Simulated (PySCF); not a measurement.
# C₅H₈Si: NMR shifts at several levels of theory, part 1 of 2

Aim: compute the NMR shifts of C₅H₈Si (`C#C[C@H]1CC[SiH2]1`) at several levels, and see how far they spread and what each costs.

The runs use PySCF 2.14.0, with density-fitted response routines of our own; the level of theory stands in each step. All values are computed, except where a source is named. Atoms count from 0, in the outputs and in this text.

## 1. Starting geometry

14 atoms, charge 0, multiplicity 1; geometry from: GFN2-xTB. The atoms were then displaced at random by about 0.01 Å, so the start is not that level's minimum.

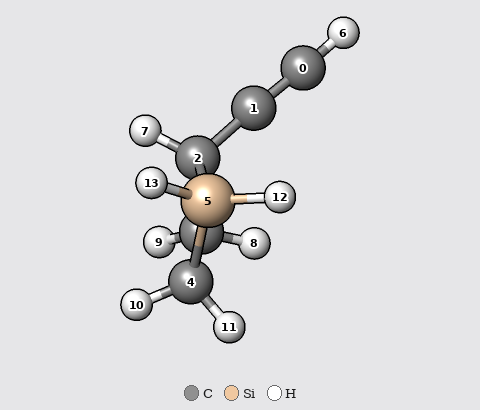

The starting geometry (carbon grey, silicon light orange, hydrogen white), atoms numbered.

## 2. Optimising the geometry at PBE0-D3(BJ)/def2-SVP

What the job is given:

```
{"job": {"xc": "PBE0", "basis": "def2-SVP", "d3": "d3bj", "grid": 1, "shake": 0.01, "kind": "geom"}, "charge": 0, "multiplicity": 1}
C      2.875000    -0.760210    -0.094090
C      1.755930    -0.326350    -0.367450
C      0.415630     0.150760    -0.644940
C     -0.656090    -0.878750    -0.384380
C     -1.696260    -0.002410     0.372510
Si    -0.388930     1.383100     0.609610
H      3.826370    -1.094810     0.116110
H      0.415270     0.531760    -1.668380
H     -0.324290    -1.685720     0.268070
H     -1.092770    -1.319800    -1.285850
H     -2.544600     0.291180    -0.234150
H     -2.096200    -0.466980     1.280130
H      0.219810     1.448130     1.917800
H     -0.716030     2.715030     0.107260
```

On the command line:

```bash
OMP_NUM_THREADS=1 python probes_run.py task.json out
```

The driver reads the jobs from task.json and runs them one after another.

The log of the run:

```text
step   0  E = -484.15334201  max force = 0.067416
step   1  E = -484.16061507  max force = 0.009763
step   2  E = -484.16142110  max force = 0.006341
step   3  E = -484.16202022  max force = 0.002778
step   4  E = -484.16219152  max force = 0.002062
step   5  E = -484.16235985  max force = 0.001794
step   6  E = -484.16250238  max force = 0.002325
step   7  E = -484.16275470  max force = 0.003339
step   8  E = -484.16297192  max force = 0.003550
step   9  E = -484.16318340  max force = 0.001817
step  10  E = -484.16323361  max force = 0.000556
step  11  E = -484.16324351  max force = 0.000329
optimisation converged
```

Run time: 2.2 min. Hardware: 1 thread of Arm Neoverse N1, shared host; peak memory 0.5 GiB.

Step by step:

| step | energy from step 0 (eV) | largest force component (eV/Å) |
| --- | --- | --- |
| 0 | 0.0000 | 3.4667 |
| 1 | -0.1979 | 0.5020 |
| 2 | -0.2198 | 0.3261 |
| 3 | -0.2361 | 0.1429 |
| 4 | -0.2408 | 0.1060 |
| 5 | -0.2454 | 0.0923 |
| 6 | -0.2493 | 0.1196 |
| 7 | -0.2561 | 0.1717 |
| 8 | -0.2620 | 0.1825 |
| 9 | -0.2678 | 0.0934 |
| 10 | -0.2692 | 0.0286 |
| 11 | -0.2694 | 0.0169 |

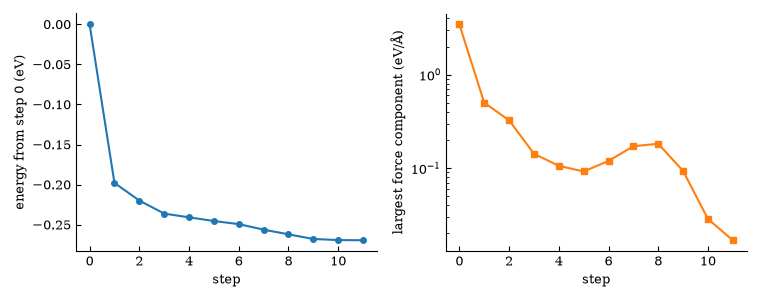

Energy and force, step by step.

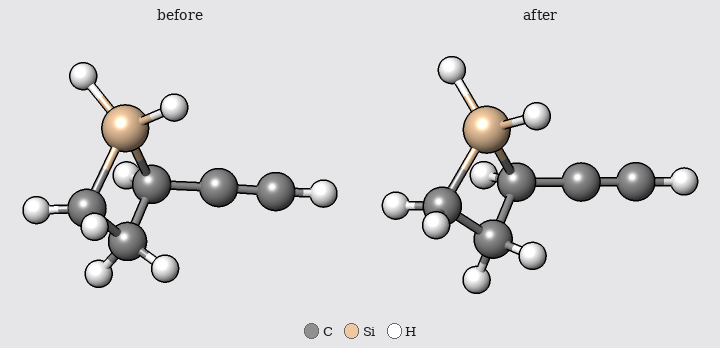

Before and after, at one scale.

Close pairs (by a distance rule), those that changed most:

| bond | before (Å) | after (Å) | change (Å) |
| --- | --- | --- | --- |
| C2–C3 | 1.509 | 1.560 | +0.052 |
| Si5–H12 | 1.444 | 1.493 | +0.049 |
| C0–H6 | 1.030 | 1.074 | +0.043 |
| Si5–H13 | 1.461 | 1.495 | +0.035 |
| C4–Si5 | 1.920 | 1.894 | -0.026 |
| C4–H10 | 1.083 | 1.102 | +0.018 |
| C0–C1 | 1.231 | 1.213 | -0.018 |
| C2–Si5 | 1.934 | 1.916 | -0.018 |

The final coordinates are the input of the step that follows.

| at the end point | value |
| --- | --- |
| point group (found at 0.08 Å tolerance) | C1 |
| rotational constants (GHz, main isotopes) | 5.993, 1.953, 1.596 |
| dipole moment (D) | 1.16 |

## 3. Shielding tensors: PBE0/pcSseg-1

What the job is given:

```
{"job": {"kind": "nmr", "xc": "PBE0", "basis": "pcSseg-1", "pop": false}, "charge": 0, "multiplicity": 1}
C      2.987176    -0.601908    -0.307614
C      1.826061    -0.276922    -0.441570
C      0.444150     0.110328    -0.573663
C     -0.663309    -0.924762    -0.203474
C     -1.796469     0.020922     0.266431
Si    -0.444345     1.292014     0.645367
H      4.015008    -0.889997    -0.193508
H      0.252270     0.497835    -1.590890
H     -0.307133    -1.540738     0.637606
H     -0.925409    -1.613817    -1.023040
H     -2.422971     0.351095    -0.577703
H     -2.452683    -0.366159     1.057373
H      0.098948     1.199610     2.032833
H     -0.618546     2.727507     0.264054
```

With the program's defaults for keys left out, this is: GIAO PBE0/pcSseg-1 NMR shielding, non-relativistic, gas phase.

The log of the run:

```text
coarse grid: 12016 points
cycle   1  E = -484.2636449115  dE =  6.121e-01  |g| = 4.128e-01  |ddm| = 3.546e+00
cycle   2  E = -484.2600268311  dE =  3.618e-03  |g| = 4.279e-01  |ddm| = 9.908e-01
cycle   3  E = -484.3097608058  dE = -4.973e-02  |g| = 5.183e-02  |ddm| = 4.931e-01
cycle   4  E = -484.3103137482  dE = -5.529e-04  |g| = 2.481e-02  |ddm| = 7.920e-02
cycle   5  E = -484.3104543313  dE = -1.406e-04  |g| = 1.022e-02  |ddm| = 2.968e-02
cycle   6  E = -484.3104779708  dE = -2.364e-05  |g| = 3.807e-03  |ddm| = 9.683e-03
cycle   7  E = -484.3104815214  dE = -3.551e-06  |g| = 3.913e-04  |ddm| = 3.586e-03
final grid: 110944 points
cycle   8  E = -484.3480385624  dE = -2.266e-05  |g| = 6.137e-03  |ddm| = 3.780e-02
cycle   9  E = -484.3480316965  dE =  6.866e-06  |g| = 7.965e-03  |ddm| = 1.388e-02
cycle  10  E = -484.3480481910  dE = -1.649e-05  |g| = 1.581e-03  |ddm| = 8.321e-03
cycle  11  E = -484.3480487912  dE = -6.002e-07  |g| = 4.131e-04  |ddm| = 1.415e-03
cycle  12  E = -484.3480488307  dE = -3.949e-08  |g| = 1.002e-04  |ddm| = 4.107e-04
cycle  13  E = -484.3480488333  dE = -2.574e-09  |g| = 1.668e-05  |ddm| = 1.205e-04
cycle  14  E = -484.3480488333  dE = -6.526e-11  |g| = 3.790e-06  |ddm| = 2.640e-05
converged SCF energy = -484.3480488333

GIAO shielding tensors (ppm)
atom      isotropic    diamagn.    paramagn.     s11        s22        s33       span
  0 C      110.414     259.104    -148.691     39.310     48.103    243.827    204.517
  1 C       96.784     252.176    -155.392     -5.147     -2.443    297.943    303.090
  2 C      168.142     255.642     -87.499    142.437    170.903    191.087     48.650
  3 C      152.063     250.136     -98.073    131.230    151.122    173.836     42.606
  4 C      176.657     253.598     -76.941    156.790    179.117    194.063     37.273
  5 Si     369.738     878.550    -508.812    342.626    348.894    417.695     75.069
  6 H       29.329      33.144      -3.815     24.368     24.491     39.127     14.759
  7 H       29.004      29.312      -0.308     24.240     29.589     33.185      8.946
  8 H       29.059      31.188      -2.130     25.815     28.568     32.793      6.977
  9 H       28.612      29.978      -1.365     24.055     26.672     35.109     11.054
 10 H       30.158      30.029       0.128     26.685     27.761     36.027      9.342
 11 H       30.342      29.484       0.858     25.786     27.208     38.031     12.245
 12 H       26.512      28.261      -1.749     24.239     25.023     30.273      6.034
 13 H       26.293      27.915      -1.623     23.162     23.827     31.889      8.727
```

Wall time 25 s (1 thread of Arm Neoverse N1, shared host); peak memory 0.86 GiB.

Shifts follow as δ = σ(reference) − σ, with reference shieldings (ppm) from runs at the same level and on the same kind of geometry: 1H TMS 31.27, 13C TMS 184.4, 29Si TMS 352.0. The references are single molecules in the gas phase.

```
atoms                                                environment  σ (ppm)  δ (ppm)  δ scaled to CDCl3
   C1                                              alkyne carbon     96.8     87.6               84.6
   C0                                     terminal alkyne carbon    110.4     74.0               71.3
   C3                                          sp3 CH2 in a ring    152.1     32.3               30.9
   C2                            propargylic sp3 CH bonded to Si    168.1     16.3               15.3
   C4                                       sp3 CH2 bonded to Si    176.7      7.8                7.0
  H13  hydrogen on a silicon bonded to 2 C, in a 4-membered ring    26.29     4.97                  –
  H12  hydrogen on a silicon bonded to 2 C, in a 4-membered ring    26.51     4.76                  –
   H9                           hydrogen on an sp3 CH2 in a ring    28.61     2.65               2.73
   H7              hydrogen on a propargylic sp3 CH bonded to Si    29.00     2.26               2.36
   H8                           hydrogen on an sp3 CH2 in a ring    29.06     2.21               2.31
   H6                       hydrogen on a terminal alkyne carbon    29.33     1.94               2.05
  H10                        hydrogen on an sp3 CH2 bonded to Si    30.16     1.11               1.27
  H11                        hydrogen on an sp3 CH2 bonded to Si    30.34     0.93               1.09
  Si5           silicon bonded to 2 C, 2 H, in a 4-membered ring    369.7    -17.7                  –
```

The scaled column applies a straight-line fit of computed shieldings to shifts measured in CDCl3 (root-mean-square error 0.21 ppm for H, 2.0 ppm for C).

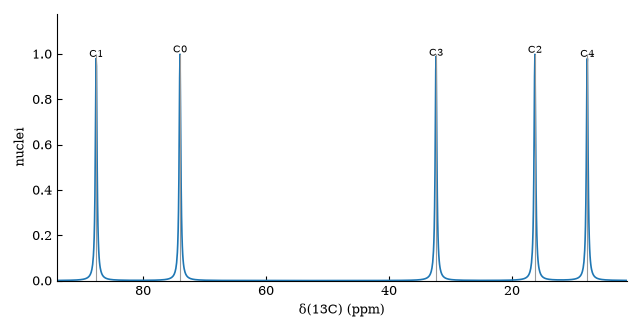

13C lines at the computed shifts, without couplings. Lines are broadened to a width of 0.32 ppm (Lorentzian).

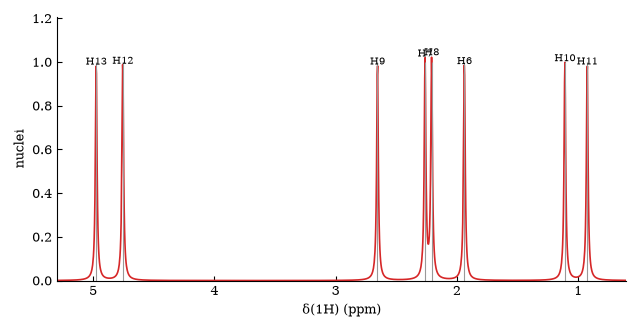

1H lines at the computed shifts, without couplings. Lines are broadened to a width of 0.02 ppm (Lorentzian).

Ring of atoms C2, C3, C4, Si5: NICS(0) -3.7, NICS(1) -2.4, NICS(1)zz 2.9 ppm (means of both faces).

## 4. Shielding tensors: mPW1PW91/pcSseg-1

Settings changed since step 3:

```diff
@@ -1,2 +1,2 @@
-{"job": {"kind": "nmr", "xc": "PBE0", "basis": "pcSseg-1", "pop": false}, "charge": 0, "multiplicity": 1}
+{"job": {"kind": "nmr", "xc": "mPW1PW91", "basis": "pcSseg-1", "pop": false}, "charge": 0, "multiplicity": 1}
 C      2.987176    -0.601908    -0.307614
```

With the program's defaults for keys left out, this is: GIAO mPW1PW91/pcSseg-1 NMR shielding, non-relativistic, gas phase.

The log of the run:

```text
coarse grid: 12016 points
cycle   1  E = -484.5908028545  dE =  6.113e-01  |g| = 4.149e-01  |ddm| = 3.548e+00
cycle   2  E = -484.5878108181  dE =  2.992e-03  |g| = 4.280e-01  |ddm| = 9.709e-01
cycle   3  E = -484.6376350777  dE = -4.982e-02  |g| = 5.178e-02  |ddm| = 4.904e-01
cycle   4  E = -484.6381848807  dE = -5.498e-04  |g| = 2.498e-02  |ddm| = 7.942e-02
cycle   5  E = -484.6383275687  dE = -1.427e-04  |g| = 1.032e-02  |ddm| = 2.947e-02
cycle   6  E = -484.6383518166  dE = -2.425e-05  |g| = 3.804e-03  |ddm| = 9.762e-03
cycle   7  E = -484.6383553674  dE = -3.551e-06  |g| = 3.897e-04  |ddm| = 3.584e-03
final grid: 110944 points
cycle   8  E = -484.6763073831  dE = -2.408e-05  |g| = 4.033e-03  |ddm| = 3.664e-02
cycle   9  E = -484.6763044333  dE =  2.950e-06  |g| = 5.264e-03  |ddm| = 9.154e-03
cycle  10  E = -484.6763116206  dE = -7.187e-06  |g| = 9.979e-04  |ddm| = 5.423e-03
cycle  11  E = -484.6763118550  dE = -2.345e-07  |g| = 3.043e-04  |ddm| = 9.312e-04
cycle  12  E = -484.6763118762  dE = -2.118e-08  |g| = 8.861e-05  |ddm| = 3.097e-04
cycle  13  E = -484.6763118782  dE = -2.039e-09  |g| = 1.216e-05  |ddm| = 1.050e-04
cycle  14  E = -484.6763118783  dE = -3.661e-11  |g| = 2.579e-06  |ddm| = 2.006e-05
converged SCF energy = -484.6763118783

GIAO shielding tensors (ppm)
atom      isotropic    diamagn.    paramagn.     s11        s22        s33       span
  0 C      109.903     258.387    -148.484     38.517     47.283    243.910    205.393
  1 C       96.396     252.323    -155.927     -5.800     -2.989    297.976    303.776
  2 C      167.356     255.825     -88.469    141.803    170.156    190.108     48.305
  3 C      151.182     250.147     -98.964    130.509    150.181    172.856     42.347
  4 C      175.579     253.671     -78.092    155.794    178.031    192.913     37.119
  5 Si     367.945     878.640    -510.696    341.266    347.295    415.274     74.008
  6 H       29.376      33.282      -3.906     24.425     24.545     39.157     14.732
  7 H       29.082      29.396      -0.314     24.321     29.680     33.244      8.922
  8 H       29.121      31.238      -2.117     25.882     28.634     32.847      6.965
  9 H       28.675      30.009      -1.334     24.140     26.759     35.128     10.987
 10 H       30.220      30.075       0.144     26.760     27.850     36.050      9.290
 11 H       30.395      29.520       0.875     25.871     27.281     38.034     12.163
 12 H       26.603      28.342      -1.739     24.330     25.106     30.373      6.043
 13 H       26.387      27.984      -1.597     23.270     23.922     31.970      8.700
```

It took 25 s on 1 thread of Arm Neoverse N1, shared host; peak memory 0.86 GiB.

In short: δ C1 87.1, C0 73.6, C3 32.4, C2 16.2, H13 4.93, H12 4.71 ppm.

## 5. Nuclear shieldings: WP04/pcSseg-1

Settings changed since step 4:

```diff
@@ -1,2 +1,2 @@
-{"job": {"kind": "nmr", "xc": "mPW1PW91", "basis": "pcSseg-1", "pop": false}, "charge": 0, "multiplicity": 1}
+{"job": {"kind": "nmr", "xc": "WP04", "basis": "pcSseg-1", "pop": false}, "charge": 0, "multiplicity": 1}
 C      2.987176    -0.601908    -0.307614
```

Method: GIAO WP04/pcSseg-1 NMR shielding, non-relativistic, gas phase.

The log of the run:

```text
coarse grid: 12016 points
cycle   1  E = -492.7855852532  dE =  5.103e-01  |g| = 6.551e-01  |ddm| = 3.637e+00
cycle   2  E = -492.7119722090  dE =  7.361e-02  |g| = 8.155e-01  |ddm| = 1.564e+00
cycle   3  E = -492.8975099460  dE = -1.855e-01  |g| = 1.387e-01  |ddm| = 9.696e-01
cycle   4  E = -492.9005600422  dE = -3.050e-03  |g| = 8.931e-02  |ddm| = 1.762e-01
cycle   5  E = -492.9024042710  dE = -1.844e-03  |g| = 2.768e-02  |ddm| = 7.718e-02
cycle   6  E = -492.9025908407  dE = -1.866e-04  |g| = 5.153e-03  |ddm| = 2.689e-02
cycle   7  E = -492.9025976869  dE = -6.846e-06  |g| = 9.083e-04  |ddm| = 6.656e-03
final grid: 110944 points
cycle   8  E = -492.9573090206  dE = -3.816e-05  |g| = 5.888e-03  |ddm| = 4.577e-02
cycle   9  E = -492.9573002253  dE =  8.795e-06  |g| = 8.178e-03  |ddm| = 1.328e-02
cycle  10  E = -492.9573176793  dE = -1.745e-05  |g| = 1.582e-03  |ddm| = 8.341e-03
cycle  11  E = -492.9573182184  dE = -5.392e-07  |g| = 6.602e-04  |ddm| = 1.554e-03
cycle  12  E = -492.9573183224  dE = -1.039e-07  |g| = 1.428e-04  |ddm| = 5.815e-04
cycle  13  E = -492.9573183275  dE = -5.174e-09  |g| = 2.686e-05  |ddm| = 1.674e-04
cycle  14  E = -492.9573183277  dE = -1.828e-10  |g| = 7.237e-06  |ddm| = 4.079e-05
converged SCF energy = -492.9573183277

GIAO shielding tensors (ppm)
atom      isotropic    diamagn.    paramagn.     s11        s22        s33       span
  0 C      105.108     258.736    -153.628     31.502     39.609    244.212    212.710
  1 C       92.200     250.977    -158.777    -11.902     -8.208    296.711    308.613
  2 C      152.856     259.103    -106.247    127.396    156.266    174.907     47.511
  3 C      137.602     251.793    -114.190    116.996    135.903    159.908     42.912
  4 C      160.789     255.239     -94.450    141.376    162.531    178.460     37.084
  5 Si     356.022     881.328    -525.306    333.663    335.925    398.477     64.813
  6 H       29.813      34.139      -4.326     25.047     25.153     39.239     14.192
  7 H       29.444      30.359      -0.915     24.927     30.242     33.163      8.236
  8 H       29.485      32.184      -2.699     26.421     29.048     32.985      6.564
  9 H       29.051      30.318      -1.266     24.897     27.358     34.900     10.003
 10 H       30.537      30.511       0.026     27.316     28.490     35.804      8.488
 11 H       30.657      29.806       0.850     26.527     27.835     37.607     11.080
 12 H       27.516      29.627      -2.111     25.318     25.972     31.257      5.938
 13 H       27.264      28.910      -1.646     24.322     24.843     32.628      8.306
```

Run time: 25 s. Hardware: 1 thread of Arm Neoverse N1, shared host; peak memory 0.86 GiB.

Key values: δ C1 80.2, C0 67.3, C3 34.8, C2 19.6, H13 4.30, H12 4.05 ppm.

## 6. NMR shieldings: B97-2/pcSseg-1

Settings changed since step 5:

```diff
@@ -1,2 +1,2 @@
-{"job": {"kind": "nmr", "xc": "WP04", "basis": "pcSseg-1", "pop": false}, "charge": 0, "multiplicity": 1}
+{"job": {"kind": "nmr", "xc": "B97-2", "basis": "pcSseg-1", "pop": false}, "charge": 0, "multiplicity": 1}
 C      2.987176    -0.601908    -0.307614
```

With the program's defaults for keys left out, this is: GIAO B97-2/pcSseg-1 NMR shielding, non-relativistic, gas phase.

The log of the run:

```text
coarse grid: 12016 points
cycle   1  E = -484.5765425821  dE =  5.802e-01  |g| = 4.188e-01  |ddm| = 3.560e+00
cycle   2  E = -484.5690976656  dE =  7.445e-03  |g| = 4.495e-01  |ddm| = 1.011e+00
cycle   3  E = -484.6249212516  dE = -5.582e-02  |g| = 5.494e-02  |ddm| = 5.281e-01
cycle   4  E = -484.6255278904  dE = -6.066e-04  |g| = 2.774e-02  |ddm| = 8.461e-02
cycle   5  E = -484.6256894052  dE = -1.615e-04  |g| = 1.382e-02  |ddm| = 3.248e-02
cycle   6  E = -484.6257360830  dE = -4.668e-05  |g| = 3.404e-03  |ddm| = 1.205e-02
cycle   7  E = -484.6257389999  dE = -2.917e-06  |g| = 4.220e-04  |ddm| = 3.719e-03
final grid: 110944 points
cycle   8  E = -484.6538022662  dE = -4.369e-05  |g| = 2.684e-03  |ddm| = 4.375e-02
cycle   9  E = -484.6538026264  dE = -3.602e-07  |g| = 1.236e-03  |ddm| = 2.758e-03
cycle  10  E = -484.6538027998  dE = -1.733e-07  |g| = 6.118e-04  |ddm| = 1.412e-03
cycle  11  E = -484.6538028820  dE = -8.224e-08  |g| = 2.405e-04  |ddm| = 6.099e-04
cycle  12  E = -484.6538028959  dE = -1.388e-08  |g| = 5.481e-05  |ddm| = 2.224e-04
cycle  13  E = -484.6538028966  dE = -7.142e-10  |g| = 1.692e-05  |ddm| = 6.290e-05
converged SCF energy = -484.6538028966

GIAO shielding tensors (ppm)
atom      isotropic    diamagn.    paramagn.     s11        s22        s33       span
  0 C      112.774     258.703    -145.930     42.700     51.241    244.380    201.681
  1 C       99.085     252.012    -152.927     -1.315      1.471    297.099    298.414
  2 C      167.157     255.876     -88.719    141.903    169.878    189.689     47.786
  3 C      151.001     250.145     -99.144    130.513    149.937    172.553     42.040
  4 C      175.295     253.577     -78.283    155.816    177.475    192.594     36.778
  5 Si     374.975     878.868    -503.892    349.115    354.886    420.925     71.810
  6 H       29.450      33.444      -3.994     24.506     24.624     39.221     14.716
  7 H       29.128      29.538      -0.410     24.392     29.771     33.221      8.828
  8 H       29.175      31.371      -2.196     25.977     28.715     32.833      6.856
  9 H       28.716      30.058      -1.343     24.225     26.832     35.089     10.864
 10 H       30.276      30.145       0.131     26.854     27.955     36.020      9.165
 11 H       30.441      29.579       0.862     25.967     27.370     37.987     12.020
 12 H       26.730      28.555      -1.825     24.477     25.241     30.473      5.996
 13 H       26.496      28.154      -1.658     23.396     24.052     32.040      8.644
```

It took 24 s on 1 thread of Arm Neoverse N1, shared host; peak memory 0.86 GiB.

This run: δ C1 84.6, C0 70.9, C3 32.7, C2 16.5, H13 4.88, H12 4.64 ppm.

## 7. Nuclear shieldings: BHandHLYP/pcSseg-1

Settings changed since step 6:

```diff
@@ -1,2 +1,2 @@
-{"job": {"kind": "nmr", "xc": "B97-2", "basis": "pcSseg-1", "pop": false}, "charge": 0, "multiplicity": 1}
+{"job": {"kind": "nmr", "xc": "BHandHLYP", "basis": "pcSseg-1", "pop": false}, "charge": 0, "multiplicity": 1}
 C      2.987176    -0.601908    -0.307614
```

Method: GIAO BHandHLYP/pcSseg-1 NMR shielding, non-relativistic, gas phase.

The log of the run:

```text
coarse grid: 12016 points
cycle   1  E = -484.5122156365  dE =  7.739e-01  |g| = 3.414e-01  |ddm| = 3.494e+00
cycle   2  E = -484.5367210197  dE = -2.451e-02  |g| = 2.101e-01  |ddm| = 7.597e-01
cycle   3  E = -484.5478886554  dE = -1.117e-02  |g| = 4.898e-02  |ddm| = 2.355e-01
cycle   4  E = -484.5483071087  dE = -4.185e-04  |g| = 3.108e-02  |ddm| = 7.845e-02
cycle   5  E = -484.5485395141  dE = -2.324e-04  |g| = 5.760e-03  |ddm| = 2.603e-02
cycle   6  E = -484.5485470562  dE = -7.542e-06  |g| = 1.988e-03  |ddm| = 6.474e-03
final grid: 110944 points
cycle   7  E = -484.5804002348  dE = -1.041e-05  |g| = 4.014e-03  |ddm| = 1.695e-02
cycle   8  E = -484.5803978943  dE =  2.340e-06  |g| = 5.030e-03  |ddm| = 7.902e-03
cycle   9  E = -484.5804043613  dE = -6.467e-06  |g| = 7.772e-04  |ddm| = 4.368e-03
cycle  10  E = -484.5804045027  dE = -1.413e-07  |g| = 1.216e-04  |ddm| = 6.435e-04
cycle  11  E = -484.5804045064  dE = -3.710e-09  |g| = 3.089e-05  |ddm| = 1.429e-04
cycle  12  E = -484.5804045067  dE = -2.514e-10  |g| = 5.008e-06  |ddm| = 4.156e-05
converged SCF energy = -484.5804045067

GIAO shielding tensors (ppm)
atom      isotropic    diamagn.    paramagn.     s11        s22        s33       span
  0 C      109.297     260.294    -150.996     37.719     46.713    243.461    205.742
  1 C       96.765     254.351    -157.586     -7.516     -4.245    302.056    309.572
  2 C      169.100     254.751     -85.651    144.443    172.681    190.176     45.733
  3 C      152.561     249.188     -96.628    132.772    151.012    173.897     41.125
  4 C      176.299     253.447     -77.148    156.724    178.492    193.682     36.958
  5 Si     376.003     877.433    -501.430    349.435    358.212    420.363     70.929
  6 H       29.370      32.830      -3.460     24.384     24.495     39.232     14.847
  7 H       29.407      29.447      -0.040     24.498     29.962     33.761      9.263
  8 H       29.366      31.360      -1.994     26.011     28.795     33.293      7.282
  9 H       28.854      30.056      -1.203     24.294     26.919     35.348     11.054
 10 H       30.445      30.286       0.159     26.877     28.046     36.413      9.536
 11 H       30.568      29.687       0.881     25.994     27.415     38.296     12.302
 12 H       26.911      28.586      -1.676     24.577     25.318     30.836      6.259
 13 H       26.729      28.170      -1.441     23.625     24.197     32.364      8.739
```

Wall time 23 s (1 thread of Arm Neoverse N1, shared host); peak memory 0.86 GiB.

This run: δ C1 87.2, C0 74.7, C3 31.4, C2 14.9, H13 4.71, H12 4.53 ppm.

(Continued in part 2 of 2.)
